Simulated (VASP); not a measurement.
Band structure of ScCo (space group Pm-3m). These are SCAN meta-GGA, VASP's PBE PAW potentials (set 64) (plane waves; VASP) values and carry that method's errors.

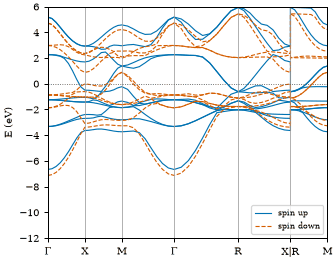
Figure: Bands along high-symmetry lines, zero at the valence-band maximum or, without a gap, the Fermi level

Task: Read the plot: is there a gap, and where are the band edges?

Result: It has no gap at this level: it comes out as a metal or semimetal.

The structure comes from a measured ScCo entry (Pm-3m) of the Crystallography Open Database, whose conditions weren't checked. It was relaxed first.
